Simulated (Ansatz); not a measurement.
## Pressure series in In2Ge2O7

Start from In2Ge2O7 (space group C2/m, No. 12).

```
CELL_PARAMETERS angstrom
      3.32724    -4.43398     0.00000
      3.32724     4.43398     0.00000
     -1.03787     0.00000     4.85048
ATOMIC_POSITIONS crystal
  In 0.30703 0.69297 0.00000
  In 0.69297 0.30703 0.00000
  Ge 0.76307 0.76307 0.59425
  Ge 0.23693 0.23693 0.40575
  O  0.40735 0.07388 0.21186
  O  0.59265 0.92612 0.78814
  O  0.92612 0.59265 0.78814
  O  0.07388 0.40735 0.21186
  O  0.00000 0.00000 0.50000
  O  0.41309 0.41309 0.72666
  O  0.58691 0.58691 0.27334
```

Cell and atoms are relaxed at each pressure.

Calculations: PBEsol (Ansatz, a quantum-chemistry and plane-wave program; PAW; 420 eV plane waves; no spin-orbit coupling), earlier PAW set.

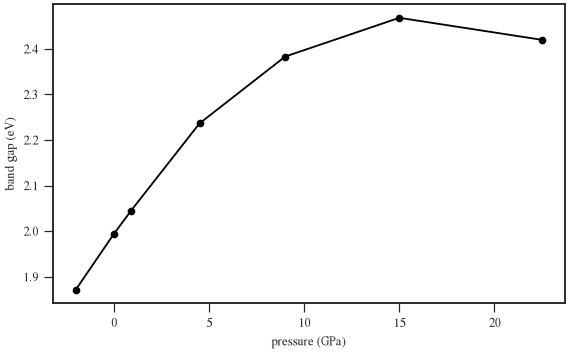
Fig. 1. Band gap against pressure

**Question.** From the plot, what is the band gap for pressure −2 GPa?

**Answer.** About 1.87 eV.

**Question.** Is the trend monotonic over the range shown?

**Answer.** No, it turns within the range, spanning 1.87 eV to 2.47 eV.

Load acts through the strain it causes; cell and atoms are relaxed under it. Stability against distortions was not tested. No other phases were tried under pressure.
